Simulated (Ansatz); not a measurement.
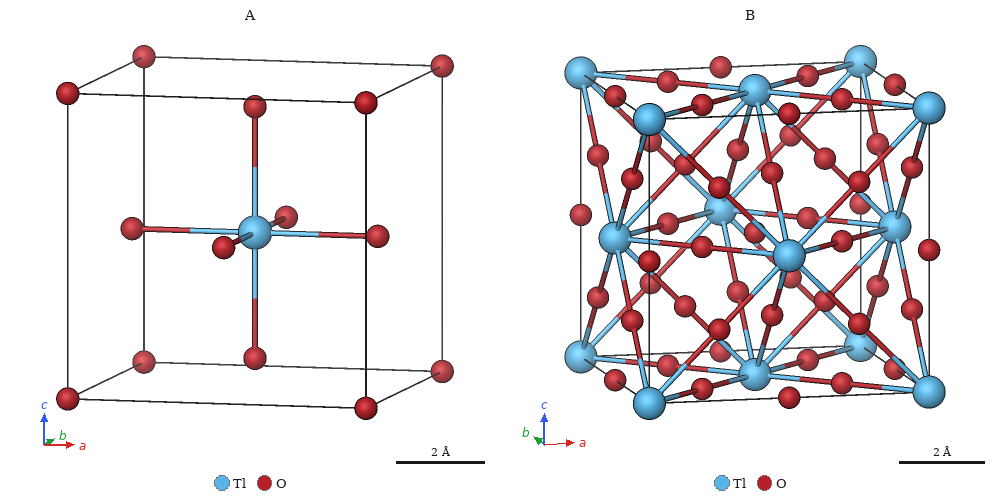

Two structures of TlO7, each relaxed to rest (conventional cells in solid outline, small ones repeated, not to one scale). Method: DFT PBE, scalar-relativistic, plane waves, PAW (Ansatz), without spin polarisation.

Question: Identify the two structures.

Answer: A: 8 atoms a cell on a primitive cubic lattice, Pm-3m. B: 32 atoms a cell on a face-centred cubic lattice, Fm-3m.

Question: Which structure is more stable?

Answer: A is lower, by 1083 meV/atom at this level of theory (energies at zero smearing). Volumes: A 42.9, B 9.9 Å³/atom.

One or both may be structure types tried for this composition rather than known phases.
